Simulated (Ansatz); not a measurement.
Pulling on the Sb1–Sb2 bond in Sb2 (multiplicity 1 held). Energies count from the point at 2.488 Å.


Restricted levels (R-, RO-) in cc, def2 and unpolarised 6-31G sets keep to the state of the molecule at rest. U- levels take the lowest unrestricted solution at each point, which mixes spins at long bonds. Active spaces are followed from rest. Curves can end on different states.

Frozen-core correlation. Filled d and f shells under p-block atoms count as core.

The values were computed with Ansatz (a quantum-chemistry and plane-wave program). Each number belongs to the level named beside it. In def2 rows elements past Kr take small-core potentials, without spin–orbit coupling.

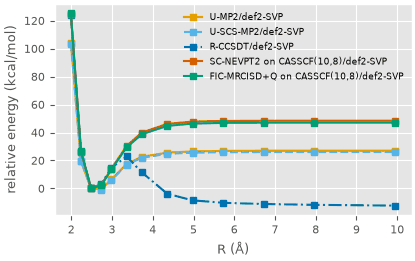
Figure: Relative energy along the coordinate

Doubts at one or more of the structures used: a spin-contaminated determinant (U-MP2/def2-SVP, U-SCS-MP2/def2-SVP); a restricted determinant that unrestricted orbitals would lower (R-CCSDT/def2-SVP); other coupled-cluster roots lie near (R-CCSDT/def2-SVP); T1 above 0.05 (R-CCSDT/def2-SVP).
